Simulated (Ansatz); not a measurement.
```xyz
6

B    -0.1339    0.3180   -0.7168
N     1.3554   -0.1917    1.5339
H     0.4774   -0.6549    1.7570
H     1.2401    0.8190    1.5501
H     1.6953   -0.4802    0.5979
H    -1.1711    0.1898   -0.0345
```

Not at a stationary point (largest force 0.8 eV/Å).

Theory: Ansatz, RKS B3LYP-D4/def2-SVP.

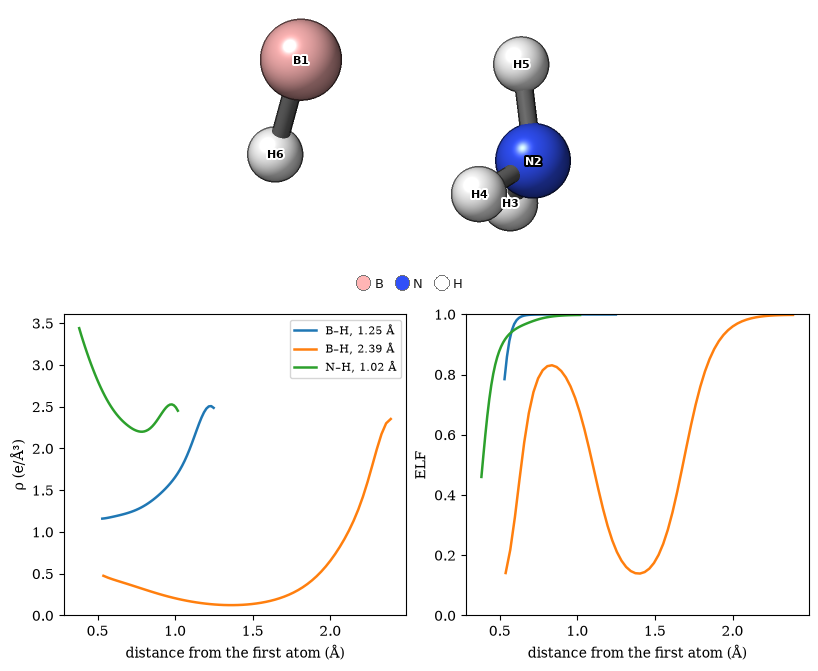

BH···NH₃. Electron density and ELF along straight lines between neighbouring atoms. The curves leave out the atomic cores. The structure is drawn too.

Compare the contacts.

B–H (1.25 Å): ρ is about 1.2 e/Å³ halfway; the ELF peaks at about 1 between the atoms: an ordinary covalent bond to hydrogen.
B1···H5 (2.39 Å): the density falls to about 0.12 e/Å³ on the way; the ELF dips to about 0.15 between them.
N–H (1.02 Å): the density is about 2.8 e/Å³ at the midpoint; the ELF climbs to about 1 towards the hydrogen, as it does in any bond to H; a covalent bond by its length.
